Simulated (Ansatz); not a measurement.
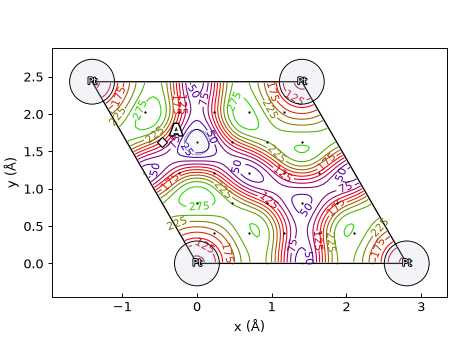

CO on a Pt(111) slab cut from the Fm-3m phase, its upper half relaxed before the scan (12 atoms of substrate and one adsorbate in a 2 × 2 cell). CO is moved over the surface cell; relaxed at each place: the height of the adsorbate's atoms; substrate rigid; the origin of the map has the adsorbate above Pt9. Places are given modulo a cell vector. The map is drawn in real space over the plane of the surface. The grid has 6 × 6 points; 10 points were computed and 26 follow by symmetry. Places are given in fractions of the 1 × 1 surface cell. Energies: meV, counted from the lowest grid point. Theory: DFT PBE, scalar-relativistic, plane waves, PAW in Ansatz. Settings: cutoff 420 eV, k-mesh 6×6×1, gaussian smearing 0.1 eV, no spin polarisation.

In the figure: contour lines labelled in meV, dots at the grid points, labelled circles for the atoms of the top layer and small ones for the second layer, the outline of one cell of the plane, the point A. Between grid points the surface is interpolated.

Is A at rest? If not, where is it pushed?

Answer. A, at (1/6, 4/6) of the cell vectors, is not a stationary point. The computed force is 0.63 eV/Å in the plane, pointing down and right in the picture (components 0.36 and −0.51 eV/Å).

PAW datasets: the set soft_1.
